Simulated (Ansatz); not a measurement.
**H₄SSi···NH₃: density, localisation and related maps**

Input file:

```
crystal:
  periodic: [false, false, false]
  atoms:
    - { symbol: Si, position_ang: [-0.674107, 0.964482, -0.011297] }
    - { symbol: "N", position_ang: [0.399183, -1.968424, 0.24892] }
    - { symbol: H, position_ang: [-0.918545, 0.119179, -1.226294] }
    - { symbol: H, position_ang: [-1.184481, 0.350365, 1.257784] }
    - { symbol: H, position_ang: [-1.42787, 2.254842, -0.220507] }
    - { symbol: H, position_ang: [1.086015, -1.238301, 0.451517] }
    - { symbol: S, position_ang: [1.42358, 1.395146, 0.301717] }
    - { symbol: H, position_ang: [-0.385623, -1.837812, 0.895277] }
    - { symbol: H, position_ang: [0.040276, -1.793444, -0.696146] }
    - { symbol: H, position_ang: [1.641571, 1.754067, -1.001069] }
basis:
  gaussian: { orbitals: def2-SVP }
hamiltonian:
  xc: pbe
  dispersion: d4
relax:
  f_tol: 0.03
  max_steps: 50
output:
  orbitals: {}
```

Launched as:

```sh
ansatz run input.yaml --threads 2 --pin off --max-ram 3072MiB --backend cpu --events-out ev --progress --plain --runs-dir out
```

The fields are those of the relaxed geometry.

The calculation used Ansatz, RKS PBE-D4/def2-SVP.

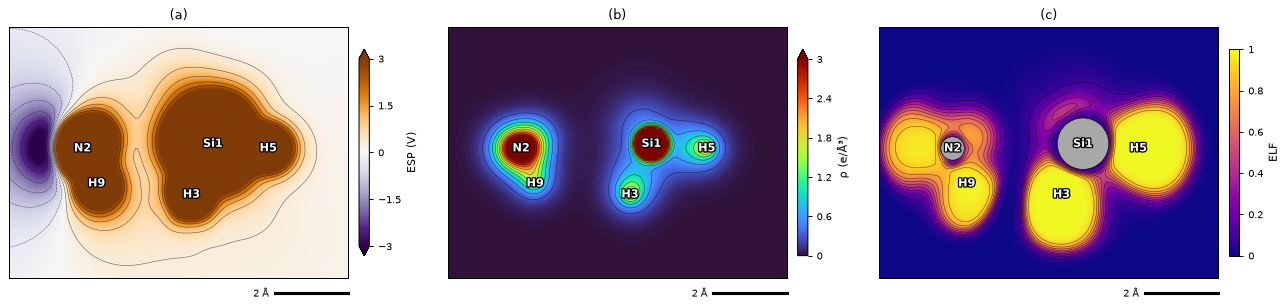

Figure 1. (a) molecular electrostatic potential; (b) total electron density; (c) ELF on the plane of atoms H3, Si1 and H5. Grey discs cover the atomic cores in the ELF map.

Q: What does the map show?

A:
- The plane passes through Si, N and H nuclei.
- N–H (1.03 Å): the density is about 2.7 e/Å³ at the midpoint; the ELF climbs to about 1 towards the hydrogen, as it does in any bond to H; an ordinary covalent bond to hydrogen.
- Si–H (1.50 Å): the density is about 0.75 e/Å³ at the midpoint; the ELF climbs to about 1 towards the hydrogen.
- The ELF also peaks beside N2, away from the bonds: lone-pair regions.
- Outside the dense part of the complex the potential is most negative (−3.3 V) near N2.

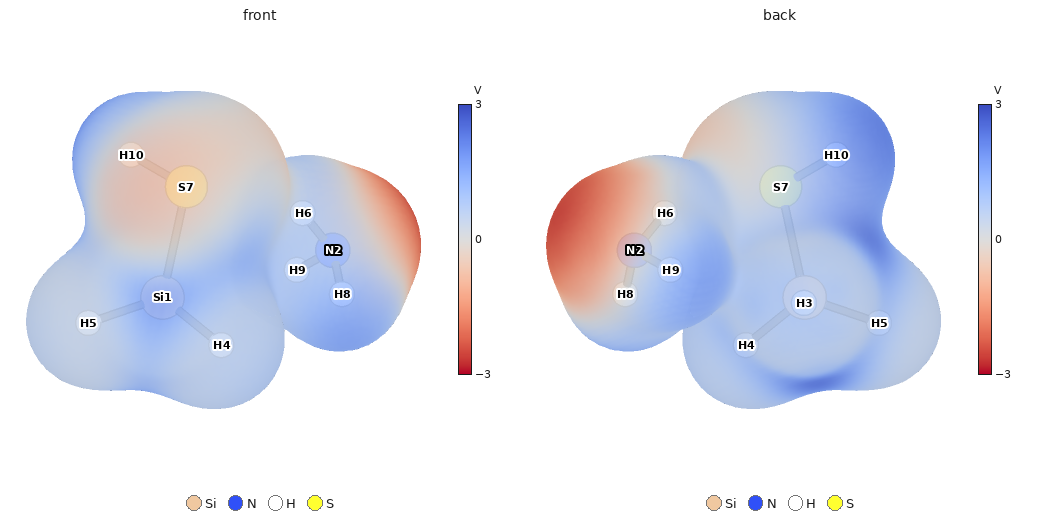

Figure 2. The molecular electrostatic potential painted on the density surface at 0.004 e/bohr³, seen from the front and from behind; red is negative and blue positive.

Q: Which sites attract a positive test charge, and which a negative one?

A: A positive charge is drawn to the negative regions and a negative charge to the positive ones. The most negative region (about −2.5 V, or −58 kcal/mol for a unit charge) lies over N2, the most positive (about +2.2 V, or +51 kcal/mol for a unit charge) over Si1 and H10. N2 is the likeliest acceptor of a hydrogen bond.

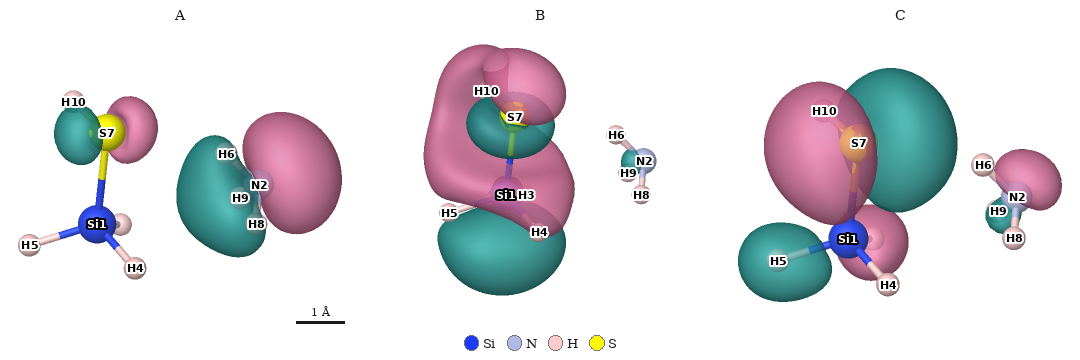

Figure 3. Three frontier orbitals at ±0.08 Å⁻³ᐟ² (teal and pink are the two phases), in no order.

Q: Which picture is the HOMO−1, the HOMO and the LUMO?

A: C is the HOMO−1 (−6.38 eV). It lies mainly on S7 (about 75 %); largely a lone pair of S7. A is the HOMO (−5.49 eV). Its weight (Hirshfeld) is mainly on N2 (about 80 %); largely a lone pair of N2. B is the LUMO (−0.67 eV). Its weight (Hirshfeld) is mainly on Si1 (about 50 %), S7 (about 25 %) and H10 (about 10 %).

Q: What is the HOMO–LUMO gap?

A: 4.82 eV between the orbital energies.

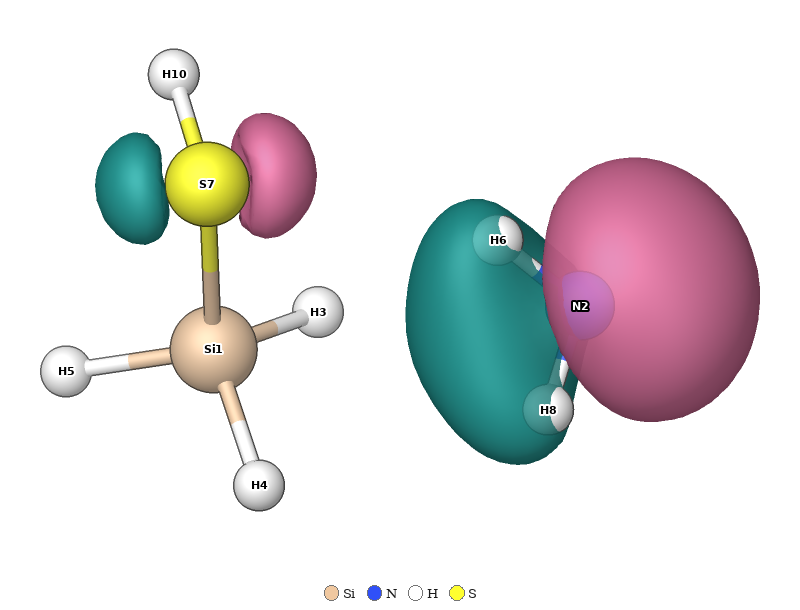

Figure 4. One frontier orbital at ±0.1 Å⁻³ᐟ² (teal and pink are the two phases), seen at a tilt.

Q: Which orbital is it: HOMO or LUMO?

A: The HOMO, at −5.49 eV. Its weight (Hirshfeld) is mainly on N2 (about 80 %); largely a lone pair of N2.
